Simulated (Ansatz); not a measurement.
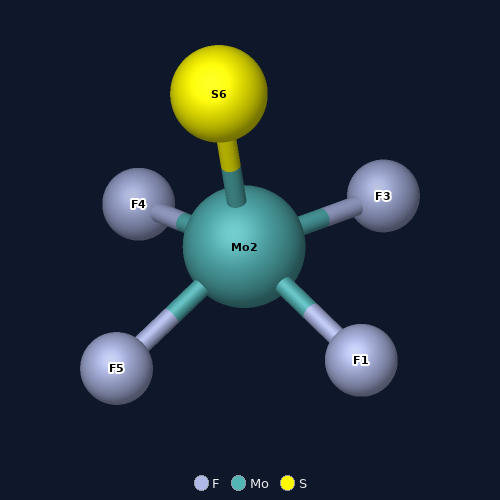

The system is F₄MoS, SMILES [F][Mo]([F])([F])([F])=[S]; the picture shows the reference structure. Coordinates scanned: (1) angle F4–Mo2–F5; (2) angle S6–Mo2–F5. Nothing is relaxed (all other coordinates rigid). The scan uses a 9 × 9 grid. Energies: kJ/mol, counted from the lowest grid point. The calculation used RKS PBE0-D4/def2-SVP (Ansatz 0.2.0).

Its coordinates:

```xyz
6

F    -1.0386    0.3060   -1.4884
Mo    0.0060   -0.0309   -0.0193
F    -1.4565   -0.9018    0.6631
F     1.0084   -1.2034    0.9725
F     1.4263    0.0050   -1.1787
S     0.0965    1.7612    1.0047
```

Range: angle F4–Mo2–F5 from 41.0 to 131.0°; angle S6–Mo2–F5 from 80.2 to 130.2°.

**What landscape does the calculation give?**

The lowest grid point is at angle F4–Mo2–F5 = 86.0°, angle S6–Mo2–F5 = 105.2°. No other kind of well shows on this grid. The highest grid point, angle F4–Mo2–F5 = 41.0°, angle S6–Mo2–F5 = 130.2°, lies 1260 kJ/mol above the lowest. Round the minimum the two coordinates are nearly uncoupled.

```csv
"angle S6–Mo2–F5 ↓, angle F4–Mo2–F5 →",41.0,52.3,63.5,74.8,86.0,97.3,108.5,119.8,131.0
130.2,1260,547,229,123,98,125,213,416,841
124.0,1216,499,183,77,53,78,162,357,770
117.7,1188,467,152,47,22,47,127,316,720
111.5,1172,448,135,30,6,29,106,290,688
105.2,1167,441,129,25,0,22,98,277,671
99.0,1172,446,134,30,5,27,100,277,668
92.7,1188,463,151,48,22,43,115,290,679
86.5,1213,493,181,78,52,72,144,317,705
80.2,1249,540,228,124,99,118,189,362,749
```

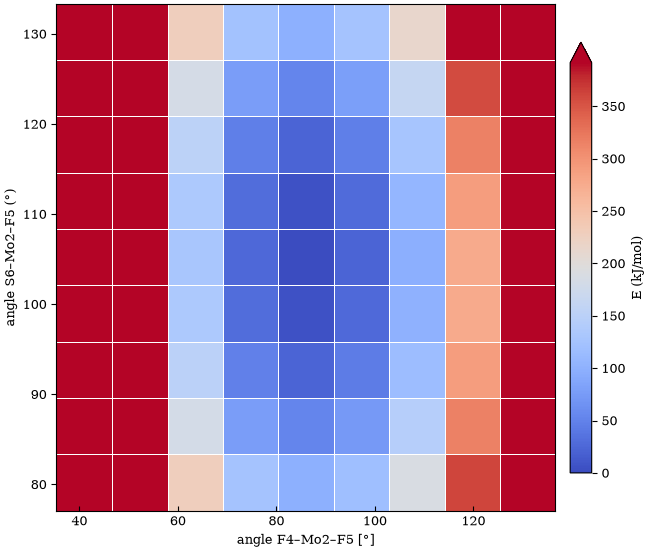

In the figure: one coloured cell a grid point, one colour for all values above the top of the scale.

Each point was launched as `ansatz run input.yaml --threads 1 --pin off --max-ram 2560MiB --backend cpu --events-out ev --progress --plain --runs-dir out`. The whole map (81 points run) took 13 min on 1 thread of Intel(R) Xeon(R) Platinum 8259CL CPU @ 2.50GHz (Skylake/Cascade Lake), with other jobs on the host.
